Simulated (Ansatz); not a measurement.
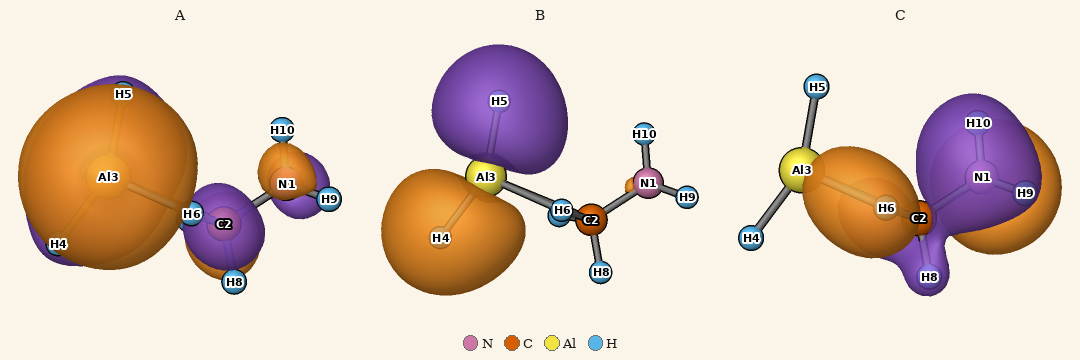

*CH7AlN (charge +1). Three frontier orbitals at ±0.08 Å⁻³ᐟ² (orange and purple are the two phases), in no order.*

Geometry: PBE0-D4/def2-TZVP.

The calculation used Ansatz 0.2.0, RKS PBE0-D4/def2-TZVPP.

```xyz
10

N     1.1521   -0.3900    0.8900
C    -0.1561   -0.3905    0.4355
Al   -0.9218    0.7602   -1.4387
H    -2.3786    0.2518   -1.6298
H     0.3664    1.4815   -1.9303
H    -0.6846    0.6562    0.4083
H    -0.2371   -0.9191   -0.5560
H    -0.8386   -0.9446    1.0835
H     1.2772   -0.2904    1.8850
H     1.8517    0.0913    0.3474
```

Order the three orbitals by energy and name them.

B is the HOMO−1 (−14.63 eV). It lies mainly on Al3 (about 40 %), H5 (about 30 %) and H4 (about 30 %). C is the HOMO (−12.63 eV). It lies mainly on N1 (about 65 %), C2 (about 10 %) and H6 (about 5 %). A is the LUMO (−7.00 eV). It lies mainly on Al3 (about 65 %) and C2 (about 10 %).

What is the HOMO–LUMO gap?

5.63 eV between the orbital energies.
